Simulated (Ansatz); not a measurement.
# Cl₂GeH₄OSi: how energies converge with the basis set

How large a basis does Cl₂GeH₄OSi need? Two functionals are run in growing sets.

Computed with Ansatz 0.2.0, Gaussian basis. Level: one geometry, several basis sets.

The runs, in order: PBE0-D4/def2-SVP; ωB97M-V/def2-SVP; PBE0-D4/def2-QZVPP; ωB97M-V/def2-QZVPP; the functionals' def2-TZVPP values are taken from earlier runs.

### Step 1. The relaxed structure

All runs share one geometry, relaxed beforehand with PBE0-D4 in a triple-zeta def2 set.

SMILES `Cl[SiH](Cl)[O][GeH3]`, 9 atoms, charge 0, spin multiplicity 1.

Atoms are counted from 1 here; the program's logs count them from 0.

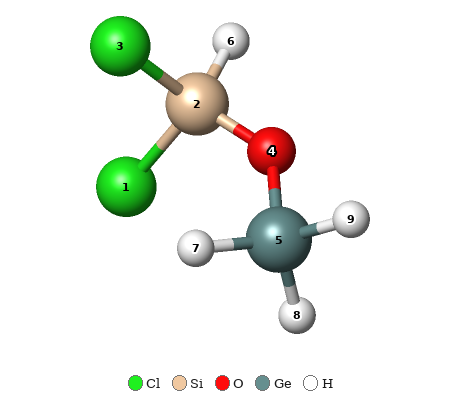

The geometry (chlorine green, silicon light orange, oxygen red, germanium teal, hydrogen white); atoms are numbered from 1 in the order of the file.

Geometry (Å):

```
Cl   -1.7005   -1.2436    1.5143
Si   -0.6951    0.5205    1.2476
Cl    0.9154    0.5043    2.5080
O    -0.2234    0.6721   -0.2774
Ge    0.6783   -0.3534   -1.4385
H    -1.5777    1.6343    1.6194
H     1.6064   -1.2772   -0.6400
H    -0.3680   -1.1385   -2.2367
H     1.4532    0.6351   -2.3136
```

### Step 2. PBE0-D4 in def2-SVP

Input file in.yaml:

```yaml
crystal:
  periodic: [false, false, false]
  atoms:
    - {symbol: Cl, position_ang: [-1.700524, -1.243558, 1.514341]}
    - {symbol: Si, position_ang: [-0.695095, 0.520455, 1.247571]}
    - {symbol: Cl, position_ang: [0.915385, 0.504341, 2.508017]}
    - {symbol: O, position_ang: [-0.223414, 0.672101, -0.277399]}
    - {symbol: Ge, position_ang: [0.678292, -0.353398, -1.438478]}
    - {symbol: H, position_ang: [-1.577668, 1.634306, 1.619394]}
    - {symbol: H, position_ang: [1.606392, -1.277161, -0.639976]}
    - {symbol: H, position_ang: [-0.368028, -1.138534, -2.236744]}
    - {symbol: H, position_ang: [1.453159, 0.635146, -2.313624]}
basis:
  gaussian: {orbitals: def2-SVP}
hamiltonian: {xc: pbe0, dispersion: d4}
output: {orbitals: {seedname: orbitals}}
```

Run with:

```console
$ ansatz run in.yaml --threads 4 --pin off --events-out ev --progress --plain --max-ram 10444MiB
```

After this run come: ωB97M-V in def2-SVP; PBE0-D4 in def2-QZVPP; ωB97M-V in def2-QZVPP.

Q: Predict the results of all the runs planned. Wanted: PBE0-D4: double and triple zeta above quadruple; ωB97M-V: double and triple zeta above quadruple.

The runs gave:

| quantity | value |
| --- | --- |
| PBE0-D4: double and triple zeta above quadruple | 23.75, 2.37 eV |
| ωB97M-V: double and triple zeta above quadruple | 23.59, 2.28 eV |

**Reading.** For PBE0-D4 the step from double to triple zeta gains 21.38 eV and the next only 2.37 eV. These are total energies; as a rule much of such shifts cancels in differences, which this series doesn't test. The LUMO of ωB97M-V is positive and keeps falling with the basis (1.91 to 1.13 eV): an unbound level that the basis holds in place.
